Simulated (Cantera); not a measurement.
A closed system holds: 1 mol CH3SiH3, 0.68 mol CH4, 29 mol H2, 0.031 mol C2H4, at 0.133 bar.

Cantera equilibrium calculation (NASA polynomials, part measured and part estimated; ideal gas, pure solids and liquids). Candidate condensed phases: C, C6H6, C7H8, C8H18, Si, SiC; 87 gas species. The feed counts by its element totals alone. Gases not in the tables: Si2H6 and higher silanes. Kinetics and transport are ignored.

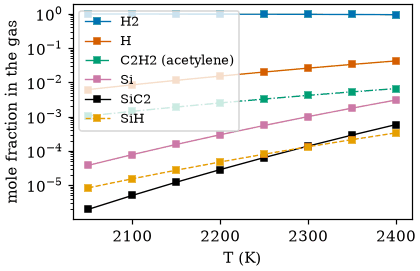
Figure: Equilibrium gas composition (values under 1e-9 drawn at 1e-9)

From 2050 K to 2400 K the condensed part is C(graphite) + SiC(s). The main Si-bearing gas is Si throughout. The share of Si in condensed phases is highest at 2050 K (99.8 %) and lowest at 2400 K (83.5 %).
